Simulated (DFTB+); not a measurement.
Energy and gradient calculation, with input and output: C$_{2}$H$_{3}$AlClF

- system: C$_{2}$H$_{3}$AlClF
- method: GFN1-xTB, R-SCC, dispersion built in (DFTB+ 25.1)

The geometry comes from this level: GFN2-xTB.

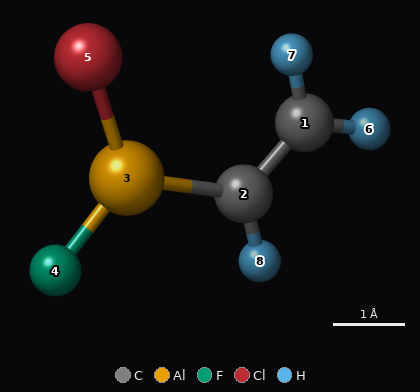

The structure (ball-and-stick view, seen at an oblique angle; atoms are numbered from 1 in the order of the input). Sticks mark near contacts.

The input (dftb_in.hsd):
```
Geometry = GenFormat {
  <<< "mol.gen"
}
Hamiltonian = xTB {
  Method = "GFN1-xTB"
  SCCTolerance = 1e-07
}
Analysis {
  PrintForces = Yes
}
Options {
  WriteResultsTag = Yes
}
ParserOptions {
  ParserVersion = 14
}
```

File mol.gen:
```
8 C
C Al F Cl H
   1  1      0.642750     -0.043480      1.282220
   2  1      0.030950     -0.680290      0.288060
   3  2     -0.607670      0.297520     -1.299080
   4  3     -1.346840     -0.590080     -2.483990
   5  4     -0.422290      2.296910     -1.572560
   6  5      1.006190     -0.548990      2.167250
   7  5      0.808350      1.023920      1.251330
   8  5     -0.111440     -1.755510      0.366770
```

Hardware: 1 thread of AMD EPYC (Zen 5), 16 GiB of memory available, shared host.

Run as:
```bash
dftb+ > output.log
```

What the program printed:
```
|  DFTB+ development version (commit: a23bfb2)

Reading input file 'dftb_in.hsd'
Parser version: 14

--------------------------------------------------------------------------------

Processed input in HSD format written to 'dftb_pin.hsd'

Starting initialization...
--------------------------------------------------------------------------------
OpenMP threads:              1
Chosen random seed:          360994408
Current stacksize:           unlimited
Mode:                        Static calculation
Self consistent charges:     Yes
SCC-tolerance:                 0.100000E-06
Max. scc iterations:                    100
Shell resolved Hubbard:      Yes
Spin polarisation:           No
Nr. of up electrons:            14.000000
Nr. of down electrons:          14.000000
Periodic boundaries:         No
Electronic solver:           Relatively robust
Mixer:                       Broyden mixer
Mixing parameter:                  0.200000
Nr. of chrg. vec. in memory:            100
Max. SCC-cycles:                        100
tblite library version:      0.3.0
-> parametrization:          GFN1-xTB
-> repulsion:                Yes
-> dispersion:               Yes
-> halogen bonding:          Yes
-> electrostatics:           Yes
   -> isotropic:             Yes
   -> anisotropic:           No
   -> third-order:           Yes
Electronic temperature:              0.950045E-03 H      0.258520E-01 eV
Initial charges:             Set automatically (system chrg:   0.000E+00)
Included shells:             C:  s, p
                            Al:  s, p, d
                             F:  s, p
                            Cl:  s, p, d
                             H:  s, s2
Extra options:
                             Mulliken analysis
                             Force calculation
Force type                   original

--------------------------------------------------------------------------------

***  Geometry step: 0

 iSCC Total electronic   Diff electronic      SCC error
    1   -0.16694091E+02    0.00000000E+00    0.10496206E+01
    2   -0.16723050E+02   -0.16694091E+02    0.82668686E+00
    3   -0.16679816E+02   -0.28959198E-01    0.44403831E+00
    4   -0.16597630E+02    0.43234404E-01    0.68656739E+00
    5   -0.16746735E+02    0.82186028E-01    0.12897824E+00
    6   -0.16750928E+02   -0.14910526E+00    0.51047643E-01
    7   -0.16751537E+02   -0.41929582E-02    0.77962086E-02
    8   -0.16751548E+02   -0.60934269E-03    0.38410983E-02
    9   -0.16751550E+02   -0.11053798E-04    0.19100100E-02
   10   -0.16751551E+02   -0.15070325E-05    0.12936182E-02
   11   -0.16751551E+02   -0.10921811E-05    0.32645331E-03
   12   -0.16751551E+02   -0.25008719E-06    0.10747271E-03
   13   -0.16751551E+02   -0.98016990E-08    0.18741085E-04
   14   -0.16751551E+02   -0.10845831E-08    0.96411280E-05
   15   -0.16751551E+02   -0.65298877E-10    0.50511165E-05
   16   -0.16751551E+02   -0.84625640E-11    0.98265471E-06
   17   -0.16751551E+02   -0.51052496E-11    0.95428470E-07

Total Energy:                      -16.6252416595 H         -452.3958 eV
Extrapolated to 0K:                -16.6252416595 H         -452.3958 eV
Total Mermin free energy:          -16.6252416595 H         -452.3958 eV
Force related energy:              -16.6252416595 H         -452.3958 eV

--------------------------------------------------------------------------------
--------------------------------------------------------------------------------
SCC                                    +       0.01 ( 68.2%)       0.02 ( 87.0%)
--------------------------------------------------------------------------------
Missing                                +       0.00 ( 31.8%)       0.00 ( 13.0%)
Total                                  =       0.01 (100.0%)       0.02 (100.0%)
--------------------------------------------------------------------------------
```

File detailed.out:
```
Fermi distribution function

Calculation with static geometry

********************************************************************************
 iSCC Total electronic   Diff electronic      SCC error
   17   -0.16751551E+02   -0.51052496E-11    0.95428470E-07
********************************************************************************

 Total charge:    -0.00000000

 Atomic gross charges (e)
 Atom           Charge
    1      -0.03065138
    2      -0.09806858
    3       0.47641920
    4      -0.35397768
    5      -0.13347716
    6       0.04292776
    7       0.04025598
    8       0.05657187

Nr. of electrons (up):     28.00000000
Atom populations (up)
 Atom       Population
    1       4.03065138
    2       4.09806858
    3       2.52358080
    4       7.35397768
    5       7.13347716
    6       0.95707224
    7       0.95974402
    8       0.94342813

l-shell populations (up)
 Atom Sh.   l       Population
    1   1   0       1.05111717
    1   2   1       2.97953421
    2   1   0       1.10905072
    2   2   1       2.98901786
    3   1   0       1.06170029
    3   2   1       0.94425405
    3   3   2       0.51762646
    4   1   0       1.77168754
    4   2   1       5.58229014
    5   1   0       1.86394820
    5   2   1       5.27543688
    5   3   2      -0.00590791
    6   1   0       0.94526567
    6   2   0       0.01180658
    7   1   0       0.94737620
    7   2   0       0.01236783
    8   1   0       0.93239498
    8   2   0       0.01103314

Orbital populations (up)
 Atom Sh.   l   m       Population  Label
    1   1   0   0       1.05111717  s
    1   2   1  -1       1.01311939  p_y
    1   2   1   0       0.99400482  p_z
    1   2   1   1       0.97241000  p_x
    2   1   0   0       1.10905072  s
    2   2   1  -1       1.01282299  p_y
    2   2   1   0       1.01765901  p_z
    2   2   1   1       0.95853586  p_x
    3   1   0   0       1.06170029  s
    3   2   1  -1       0.36164758  p_y
    3   2   1   0       0.35339058  p_z
    3   2   1   1       0.22921589  p_x
    3   3   2  -2       0.09101806  d_xy
    3   3   2  -1       0.06733838  d_yz
    3   3   2   0       0.14171237  d_z2
    3   3   2   1       0.08812753  d_xz
    3   3   2   2       0.12943011  d_x2-y2
    4   1   0   0       1.77168754  s
    4   2   1  -1       1.87912305  p_y
    4   2   1   0       1.84852121  p_z
    4   2   1   1       1.85464588  p_x
    5   1   0   0       1.86394820  s
    5   2   1  -1       1.59899523  p_y
    5   2   1   0       1.84647474  p_z
    5   2   1   1       1.82996690  p_x
    5   3   2  -2      -0.00068967  d_xy
    5   3   2  -1      -0.00013279  d_yz
    5   3   2   0      -0.00217071  d_z2
    5   3   2   1      -0.00163577  d_xz
    5   3   2   2      -0.00127897  d_x2-y2
    6   1   0   0       0.94526567  s
    6   2   0   0       0.01180658  s2
    7   1   0   0       0.94737620  s
    7   2   0   0       0.01236783  s2
    8   1   0   0       0.93239498  s
    8   2   0   0       0.01103314  s2

Fermi level:                        -0.3630468166 H           -9.8790 eV
Band energy:                       -16.1086214300 H         -438.3379 eV
TS:                                  0.0000000000 H            0.0000 eV
Band free energy (E-TS):           -16.1086214300 H         -438.3379 eV
Extrapolated E(0K):                -16.1086214300 H         -438.3379 eV
Input / Output electrons (q):     28.0000000000     28.0000000000

Energy H0:                         -16.7813824711 H         -456.6447 eV
Energy SCC:                          0.0298312970 H            0.8118 eV
Total Electronic energy:           -16.7515511740 H         -455.8329 eV
Repulsive energy:                    0.1288981650 H            3.5075 eV
Halogen correction energy:           0.0000000000 H            0.0000 eV
Total energy:                      -16.6252416595 H         -452.3958 eV
Extrapolated to 0:                 -16.6252416595 H         -452.3958 eV
Total Mermin free energy:          -16.6252416595 H         -452.3958 eV
Force related energy:              -16.6252416595 H         -452.3958 eV

Non-constrained calculation

SCC converged

Total Forces
    1     -0.002387458229     -0.001949029505     -0.004161405105
    2     -0.002125149115      0.003754824543     -0.005443934094
    3      0.001284275736     -0.022625215910      0.009894810717
    4      0.000543374084      0.002563374396      0.000257519574
    5      0.000378025240      0.016776669993     -0.004662679602
    6      0.000898632835     -0.001312589586      0.002259911339
    7      0.001754925053      0.004292429003      0.002062620944
    8     -0.000346625604     -0.001500462934     -0.000206843771

Maximal derivative component:        0.226252E-01 au

Dipole moment:    0.52077901   -0.38427416    1.15665642 au
Dipole moment:    1.32368832   -0.97672756    2.93992761 Debye
```

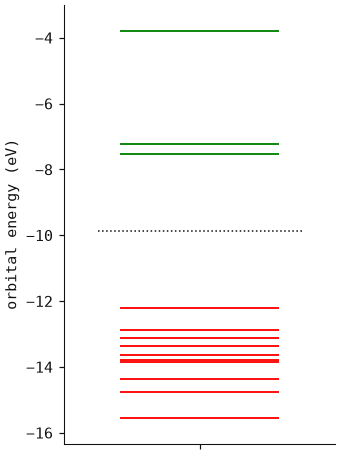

Orbital energies near the frontier; the dotted line parts filled from empty levels, and levels within 0.02 eV of each other stand side by side. Highest filled −12.22 eV, lowest empty −7.54 eV, 4.68 eV apart.

Results in brief:

```csv
quantity,value
outcome,converged
Mermin free energy,−16.625242 hartree
basis functions,36
largest force,1.272 eV/Å
HOMO,−12.22 eV
LUMO,−7.54 eV
dipole moment,3.37 D
peak memory,0.072 GiB
```

Settings chosen away from the usual ones: scf_conv.
